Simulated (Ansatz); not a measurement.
# The cluster Si₃H₆− (doublet): a spread of methods and bases

Aim: run the cluster Si₃H₆− (doublet) under a spread of inputs, and see what each costs and gives.

Program: Ansatz 0.2.0, Gaussian basis. Level of theory: the settings change from run to run. These are calculated values, not measurements.

### 1 The molecule

An earlier PBE0-D4 in a triple-zeta def2 set relaxation fixed the geometry.

9 atoms, charge -1, spin multiplicity 2.

Atoms are counted from 1 here; the program's logs count them from 0.

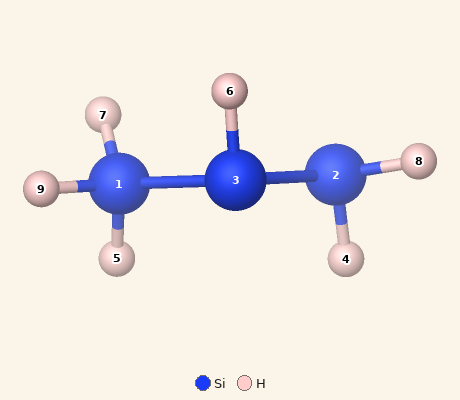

The structure; silicon blue, hydrogen pink; atoms are numbered from 1 in the order of the file.

### 2 PBE0/cc-pVDZ

Set apart from the defaults: high accuracy.

in.yaml

```yaml
crystal:
  periodic: [false, false, false]
  atoms:
    - {symbol: Si, position_ang: [-1.299416, 0.405191, -0.840880]}
    - {symbol: Si, position_ang: [1.450110, -1.063909, 0.887190]}
    - {symbol: Si, position_ang: [0.510302, 1.020478, 0.514971]}
    - {symbol: H, position_ang: [0.616101, -1.800537, 1.914439]}
    - {symbol: H, position_ang: [-2.262217, -0.498153, -0.123104]}
    - {symbol: H, position_ang: [1.406822, 1.581844, -0.580310]}
    - {symbol: H, position_ang: [-1.040455, -0.296362, -2.146441]}
    - {symbol: H, position_ang: [2.770899, -0.928316, 1.621224]}
    - {symbol: H, position_ang: [-2.152145, 1.579765, -1.247099]}
basis:
  gaussian: {orbitals: cc-pVDZ}
total_charge: -1
magnetization: {spin_polarized: true, initial_magnetization: 1}
hamiltonian: {xc: {name: PBE0}}
accuracy: high
scf: {omitted_lower_state_checks: [starts]}
output: {forces: true}
```

Started as:

```bash
$ ansatz run in.yaml --threads 4 --pin off --events-out ev --progress --plain --max-ram 3916MiB
```

Output, shortened:

```text
Functional definition: PBE0
  name "PBE0"
  cite "Adamo & Barone, J. Chem. Phys. 110, 6158 (1999) doi:10.1063/1.478522"
  cite "Perdew, Burke & Ernzerhof, Phys. Rev. Lett. 77, 3865 (1996) doi:10.1103/PhysRevLett.77.3865"
  parent pbe
[...]
1993 factors; integrals over basis functions are off by at most 3.3e-9 eV
[...]
mean field -23719.97385263 eV, -871.6929611083 hartree, gradient 8.0e-8 eV, S^2 0.761482; 0 other end points of the search recorded, 0 dependent functions left out
[...]
reference -23719.97385547 eV, -871.6929612128 hartree; 25, 24 occupied and 59, 60 virtual orbitals, 1993 factors
Total energy: -23719.97385547 eV, -871.6929612128 hartree
Atom 0 at    -1.299416     0.405191    -0.840880 Å, force     0.116535     0.024966     0.028418 eV/Å
Atom 1 at     1.450110    -1.063909     0.887190 Å, force     0.029348    -0.122958    -0.249239 eV/Å
Atom 2 at     0.510302     1.020478     0.514971 Å, force    -0.049876     0.154444     0.270428 eV/Å
Atom 3 at     0.616101    -1.800537     1.914439 Å, force    -0.121518    -0.108523     0.170518 eV/Å
Atom 4 at    -2.262217    -0.498153    -0.123104 Å, force    -0.154137    -0.128957     0.097370 eV/Å
Atom 5 at     1.406822     1.581844    -0.580310 Å, force     0.122223     0.084464    -0.166906 eV/Å
Atom 6 at    -1.040455    -0.296362    -2.146441 Å, force     0.010304    -0.107943    -0.208930 eV/Å
Atom 7 at     2.770899    -0.928316     1.621224 Å, force     0.192522     0.032215     0.123431 eV/Å
Atom 8 at    -2.152145     1.579765    -1.247099 Å, force    -0.145401     0.172291    -0.065090 eV/Å
Dipole moment:    -0.236007     0.039149    -0.195564 e Å
Checks for a lower state left out: starts
```

It took 6.5 s on 4 threads of Arm Neoverse V2, shared host.

Largest force 0.315 eV/Å, ⟨S²⟩ 0.761.

### 3 revPBE/6-31G

Set apart from the defaults: restricted open-shell orbitals, atoms shaken by 0.15 Å, D3(BJ) with three-body dispersion, the search for lower states set to off.

in.yaml

```yaml
crystal:
  periodic: [false, false, false]
  atoms:
    - {symbol: Si, position_ang: [-1.279195, 0.664150, -0.802024]}
    - {symbol: Si, position_ang: [1.631189, -1.077728, 0.909922]}
    - {symbol: Si, position_ang: [0.718961, 0.989035, 0.411270]}
    - {symbol: H, position_ang: [0.786666, -1.757174, 2.018125]}
    - {symbol: H, position_ang: [-2.263496, -0.401840, -0.086215]}
    - {symbol: H, position_ang: [1.377556, 1.639309, -0.677256]}
    - {symbol: H, position_ang: [-0.787736, -0.538985, -2.232722]}
    - {symbol: H, position_ang: [2.728771, -0.789455, 1.543506]}
    - {symbol: H, position_ang: [-2.361678, 1.456268, -1.123043]}
basis:
  gaussian: {orbitals: 6-31G}
total_charge: -1
magnetization: {spin_polarized: false, initial_magnetization: 1}
hamiltonian: {xc: {name: revPBE}, dispersion: d3bjatm}
scf: {lower_state_search: off}
output: {forces: true}
```

Same command.

Output, shortened:

```text
Functional definition: revPBE
  name "revPBE"
  cite "Zhang & Yang, Phys. Rev. Lett. 80, 890 (1998) doi:10.1103/PhysRevLett.80.890"
  cite "Perdew, Burke & Ernzerhof, Phys. Rev. Lett. 77, 3865 (1996) doi:10.1103/PhysRevLett.77.3865"
[...]
612 factors; integrals over basis functions are off by at most 1.9e-4 eV
[...]
mean field -23720.11030535 eV, -871.6979756536 hartree, gradient 2.1e-6 eV, S^2 0.750000; 0 other end points of the search recorded, 0 dependent functions left out
[...]
reference -23720.11035750 eV, -871.6979775700 hartree; 25, 24 occupied and 26, 27 virtual orbitals, 612 factors
Total energy: -23720.70608269 eV, -871.7198700669 hartree
Atom 0 at    -1.279195     0.664150    -0.802024 Å, force     1.897136    -5.028357    -0.159069 eV/Å
Atom 1 at     1.631189    -1.077728     0.909922 Å, force    -4.863086    -1.884247    -3.053131 eV/Å
Atom 2 at     0.718961     0.989035     0.411270 Å, force    -1.401514     0.097078     1.840821 eV/Å
Atom 3 at     0.786666    -1.757174     2.018125 Å, force    -0.062415     0.130097    -0.028310 eV/Å
Atom 4 at    -2.263496    -0.401840    -0.086215 Å, force     0.737124     0.386223    -0.137174 eV/Å
Atom 5 at     1.377556     1.639309    -0.677256 Å, force     1.374957     0.904415    -1.582300 eV/Å
Atom 6 at    -0.787736    -0.538985    -2.232722 Å, force    -0.879604     1.637154     1.315546 eV/Å
Atom 7 at     2.728771    -0.789455     1.543506 Å, force     5.251072     1.332253     3.019825 eV/Å
Atom 8 at    -2.361678     1.456268    -1.123043 Å, force    -2.053670     2.425385    -1.216208 eV/Å
Dipole moment:    -0.098582     0.364248    -0.034501 e Å
Checks for a lower state left out: stability, starts, cluster_reference, orbital_swaps, neighbouring_geometries, increment
```

Wall time 0.71 s (4 threads of Arm Neoverse V2, shared host).

Largest force 6.202 eV/Å.

### 4 PBE0/pcseg-2

in.yaml

```yaml
crystal:
  periodic: [false, false, false]
  atoms:
    - {symbol: Si, position_ang: [-1.299416, 0.405191, -0.840880]}
    - {symbol: Si, position_ang: [1.450110, -1.063909, 0.887190]}
    - {symbol: Si, position_ang: [0.510302, 1.020478, 0.514971]}
    - {symbol: H, position_ang: [0.616101, -1.800537, 1.914439]}
    - {symbol: H, position_ang: [-2.262217, -0.498153, -0.123104]}
    - {symbol: H, position_ang: [1.406822, 1.581844, -0.580310]}
    - {symbol: H, position_ang: [-1.040455, -0.296362, -2.146441]}
    - {symbol: H, position_ang: [2.770899, -0.928316, 1.621224]}
    - {symbol: H, position_ang: [-2.152145, 1.579765, -1.247099]}
basis:
  gaussian: {orbitals: pcseg-2}
total_charge: -1
magnetization: {spin_polarized: true, initial_magnetization: 1}
hamiltonian: {xc: {name: PBE0}}
scf: {omitted_lower_state_checks: [starts]}
```

The command is unchanged.

Output, shortened:

```text
Functional definition: PBE0
  name "PBE0"
  cite "Adamo & Barone, J. Chem. Phys. 110, 6158 (1999) doi:10.1063/1.478522"
  cite "Perdew, Burke & Ernzerhof, Phys. Rev. Lett. 77, 3865 (1996) doi:10.1103/PhysRevLett.77.3865"
  parent pbe
[...]
1197 factors; their error is unknown
[...]
mean field -23721.27403903 eV, -871.7407420773 hartree, gradient 5.9e-5 eV, S^2 0.761481; 0 other end points of the search recorded, 0 dependent functions left out
reference -23721.27407892 eV, -871.7407435431 hartree; 25, 24 occupied and 161, 162 virtual orbitals, 1197 factors
Total energy: -23721.27407892 eV, -871.7407435431 hartree
Checks for a lower state left out: starts
```

Wall time 3.7 s (4 threads of Arm Neoverse V2, shared host).

⟨S²⟩ 0.761.

### 5 PBE0/def2-TZVPD

This run has restricted open-shell orbitals, D4 dispersion.

Edit in.yaml of step 4 so:

```diff
@@ -13,6 +13,6 @@
 basis:
-  gaussian: {orbitals: pcseg-2}
+  gaussian: {orbitals: def2-TZVPD}
 total_charge: -1
-magnetization: {spin_polarized: true, initial_magnetization: 1}
-hamiltonian: {xc: {name: PBE0}}
-scf: {omitted_lower_state_checks: [starts]}
+magnetization: {spin_polarized: false, initial_magnetization: 1}
+hamiltonian: {xc: {name: PBE0}, dispersion: d4}
+output: {forces: true}
```

The command is unchanged.

Output, shortened:

```text
Functional definition: PBE0
  name "PBE0"
  cite "Adamo & Barone, J. Chem. Phys. 110, 6158 (1999) doi:10.1063/1.478522"
  cite "Perdew, Burke & Ernzerhof, Phys. Rev. Lett. 77, 3865 (1996) doi:10.1103/PhysRevLett.77.3865"
  parent pbe
[...]
1194 factors; their error is unknown
[...]
mean field -23720.85227276 eV, -871.7252424529 hartree, gradient 4.5e-5 eV, S^2 0.750000; 0 other end points of the search recorded, 0 dependent functions left out
[...]
reference -23720.85232013 eV, -871.7252441936 hartree; 25, 24 occupied and 158, 159 virtual orbitals, 1194 factors
Total energy: -23721.10111971 eV, -871.7343874094 hartree
Atom 0 at    -1.299416     0.405191    -0.840880 Å, force     0.010539    -0.000497    -0.008429 eV/Å
Atom 1 at     1.450110    -1.063909     0.887190 Å, force    -0.004071     0.016713     0.018063 eV/Å
Atom 2 at     0.510302     1.020478     0.514971 Å, force    -0.000201     0.002621     0.028440 eV/Å
Atom 3 at     0.616101    -1.800537     1.914439 Å, force     0.000663    -0.004731    -0.008646 eV/Å
Atom 4 at    -2.262217    -0.498153    -0.123104 Å, force     0.005575     0.003870    -0.000641 eV/Å
Atom 5 at     1.406822     1.581844    -0.580310 Å, force    -0.000036    -0.004808    -0.011267 eV/Å
Atom 6 at    -1.040455    -0.296362    -2.146441 Å, force    -0.011300    -0.004882    -0.008357 eV/Å
Atom 7 at     2.770899    -0.928316     1.621224 Å, force    -0.003846    -0.003084    -0.011707 eV/Å
Atom 8 at    -2.152145     1.579765    -1.247099 Å, force     0.002677    -0.005202     0.002545 eV/Å
Dipole moment:    -0.220528     0.044285    -0.191777 e Å
```

Run time: 5.5 s. Hardware: 4 threads of Arm Neoverse V2, shared host.

Largest force 0.029 eV/Å.

### 6 The runs in one table

```csv
level,charge,multiplicity,geometry,functions,energy (eV),time
PBE0/cc-pVDZ,-1,2,relaxed,84,-23719.974,6.5 s
revPBE/6-31G,-1,2,shaken,51,-23720.706,0.71 s
PBE0/pcseg-2,-1,2,relaxed,186,-23721.274,3.7 s
PBE0/def2-TZVPD,-1,2,relaxed,183,-23721.101,5.5 s
```

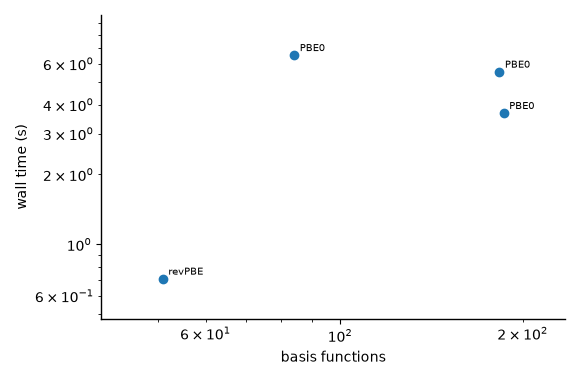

Wall time against the number of basis functions (shared host).

### 7 Results

| quantity | value |
| --- | --- |
| runs | 4 |
| quickest | revPBE/6-31G, 0.71 s |
| slowest | PBE0/cc-pVDZ, 6.5 s |
| spread of total energies, same state and geometry | 1.3 eV |

**Reading.** PBE0/cc-pVDZ took 9 times as long as revPBE/6-31G. The jobs differ in tasks and options as well as level. The totals spread over 1 eV; they can't be compared across methods or bases. At the PBE0-D4/def2-TZVPD geometry and in the same state, the sound runs without point charges leave forces up to 0.32 eV/Å (PBE0/cc-pVDZ), against 6.2 eV/Å where the atoms were moved.
